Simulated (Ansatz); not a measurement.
## Electronic structure of C6H12 in real space

Input

```
crystal:
  periodic: [false, false, false]
  atoms:
    - {symbol: C, position_ang: [-1.687648, 1.043960, -0.511178]}
    - {symbol: C, position_ang: [-0.576735, 0.535075, 0.402717]}
    - {symbol: C, position_ang: [0.735769, 1.276585, 0.132643]}
    - {symbol: C, position_ang: [-0.905268, 0.475286, 1.931492]}
    - {symbol: C, position_ang: [-0.276857, -0.939882, 1.994063]}
    - {symbol: C, position_ang: [-0.368335, -1.015117, 0.448913]}
    - {symbol: H, position_ang: [-2.642115, 0.511118, -0.321216]}
    - {symbol: H, position_ang: [-1.868457, 2.128878, -0.356014]}
    - {symbol: H, position_ang: [-1.424977, 0.897940, -1.580523]}
    - {symbol: H, position_ang: [0.618909, 2.366801, 0.307599]}
    - {symbol: H, position_ang: [1.553201, 0.916455, 0.790709]}
    - {symbol: H, position_ang: [1.063035, 1.134004, -0.918740]}
    - {symbol: H, position_ang: [-0.463908, 1.267930, 2.570643]}
    - {symbol: H, position_ang: [-1.999804, 0.453416, 2.110466]}
    - {symbol: H, position_ang: [-0.822461, -1.711657, 2.572316]}
    - {symbol: H, position_ang: [0.771043, -0.921329, 2.354919]}
    - {symbol: H, position_ang: [0.504606, -1.420435, -0.103617]}
    - {symbol: H, position_ang: [-1.275719, -1.556481, 0.111127]}
basis:
  gaussian:
    orbitals: def2-SVPD
hamiltonian:
  xc: {name: PBE0}
output: {forces: true, orbitals: {seedname: orbitals}}
```

Launched as:

```sh
ansatz run input.yaml --threads 2 --pin off --max-ram 5220MiB --events-out events.jsonl --progress --plain --runs-dir runs
```

Geometry: PBE-D3(BJ)/def2-SVP.

Computed with isolated molecule in a Gaussian basis; Kohn-Sham density functional theory, functional PBE0 in Ansatz 0.2.0.

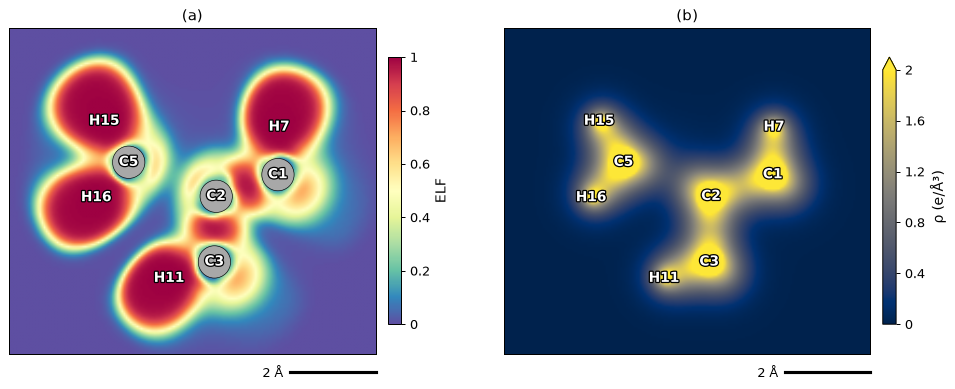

Figure 1. (a) electron localisation function; (b) total electron density on the plane of atoms C2, C3 and H11. Grey discs cover the atomic cores in the ELF map.

**Read the bonding off the picture.**

The section cuts through C and H sites. C–C (1.53 Å): the density is about 1.7 e/Å³ at the midpoint; the ELF peaks at about 0.95 between the atoms; a shared electron pair. C–H (1.11 Å): the density is about 1.9 e/Å³ at the midpoint; the ELF climbs to about 1 towards the hydrogen, as it does in any bond to H: a covalent bond by its length.

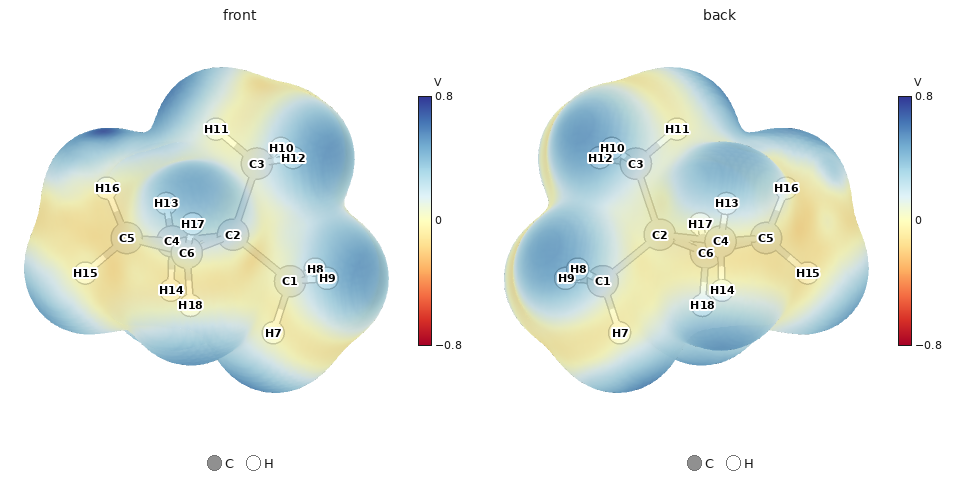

Figure 2. The electrostatic potential painted on the density surface at 0.002 e/bohr³, seen from the front and from behind; the colour scale runs from red (negative) to blue (positive).

**Describe the electrostatic potential map.**

The most negative region (about −0.1 V) lies over C3, C4, C5 and C6, the most positive (about +0.6 V) over H7, H11 and H16.

**What dipole moment does the calculation give?**

Its dipole moment is 0.03 D.

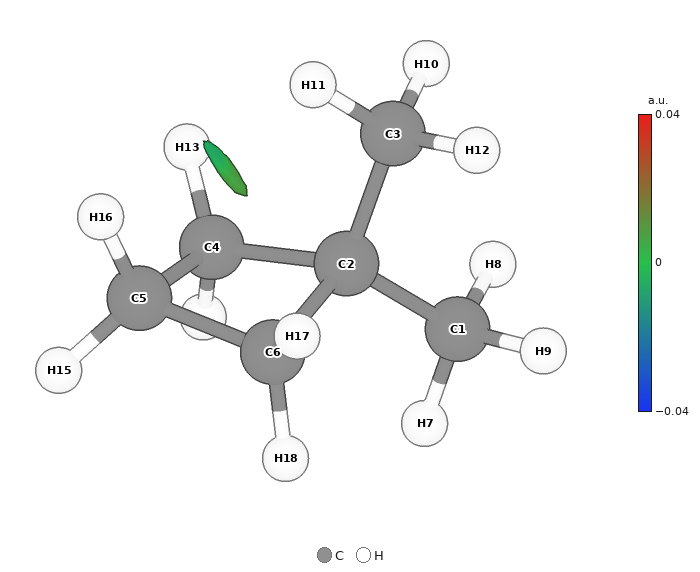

Figure 3. Non-covalent interaction (NCI) plot: the surface where the reduced density gradient is 0.6, for densities under 0.05 a.u., coloured by sign(λ₂)ρ; seen at a tilt.

**Identify the weak interactions.**

Between H11 and C3 on one side and H16 and C5 on the other: a weak contact (green).
